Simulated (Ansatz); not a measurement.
## Electronic structure of FGaH₂OSi₂ in real space

```xyz
7

F    -0.8695   -0.3466    0.8186
Ga    3.0953   -1.4225    1.0348
O     1.5314   -0.7555    1.9905
Si    0.6651    0.1514    0.9727
Si    2.0816    0.8459   -0.6557
H     1.4182    1.6634   -1.7292
H     2.8804    1.8248    0.1687
```

Geometry: r2SCAN-D4/def2-SVP.

Theory: Ansatz, isolated molecule in a Gaussian basis; Kohn-Sham density functional theory, functional PBE0.

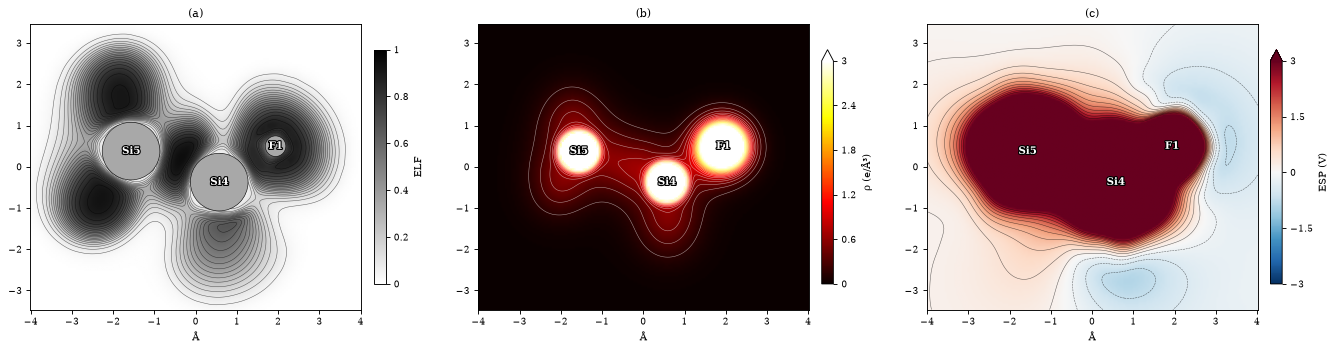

Figure 1. (a) ELF; (b) electron density; (c) electrostatic potential on the plane of atoms F1, Si4 and Si5. Grey discs cover the atomic cores in the ELF map.

What do the fields say about this system?

Answer.
- The plane passes through F and Si nuclei.
- Si–F (1.62 Å): the density is about 1.1 e/Å³ at the midpoint; the ELF peaks at about 0.85 in the valence shell of F, 0.6 Å from its nucleus, and is about 0.45 at the midpoint.
- Si–Si (2.27 Å): the density is about 0.61 e/Å³ at the midpoint; the ELF peaks at about 0.95 between the atoms (a shared electron pair).
- The ELF also peaks beside F1, away from the bonds: lone-pair regions.
- Outside the dense part of the molecule the potential is most negative (−0.9 V) near O3, which lies off the plane.

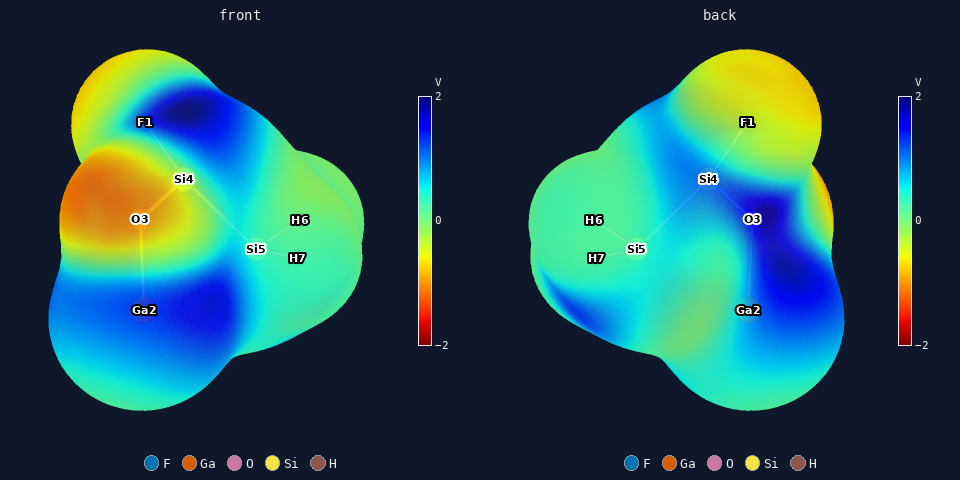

Figure 2. The molecular electrostatic potential painted on the density surface at 0.002 e/bohr³, seen from the front and from behind; the colour scale runs from red (negative) to blue (positive).

Where is the surface potential most negative and most positive?

Answer. The most negative region (about −1.2 V) lies over O3, the most positive (about +1.9 V) over Ga2 and Si4. O3 is the likeliest acceptor of a hydrogen bond.

How polar is the molecule by this calculation?

Answer. Its dipole moment is 1.34 D.

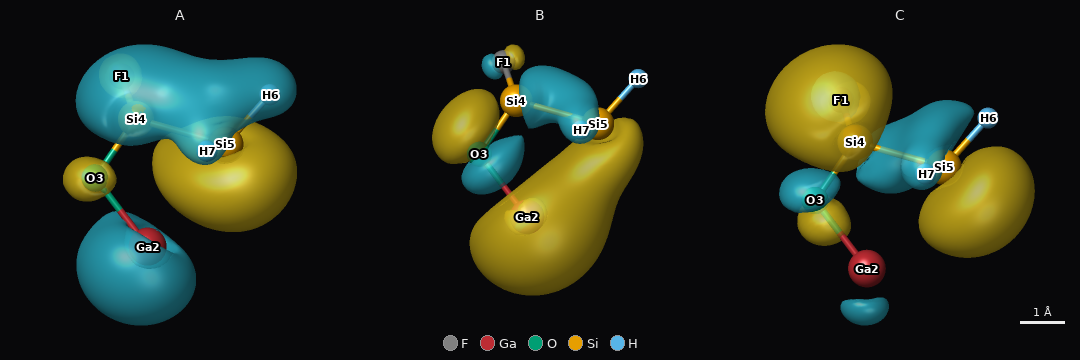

Figure 3. Three frontier orbitals at ±0.08 Å⁻³ᐟ² (yellow and cyan are the two phases), in no order.

Order the three orbitals by energy and name them.

Answer. B is the HOMO−1 (−7.92 eV). It lies mainly on Ga2 (about 60 %), O3 (about 20 %), Si5 (about 10 %) and Si4 (about 5 %). A is the HOMO (−6.43 eV). It lies mainly on Si5 (about 40 %), Ga2 (about 25 %) and Si4 (about 20 %). C is the LUMO (−2.38 eV). It lies mainly on Si4 (about 50 %), Si5 (about 30 %), Ga2 (about 5 %) and O3 (about 5 %).

What is the HOMO–LUMO gap?

Answer. 4.05 eV between the orbital energies.
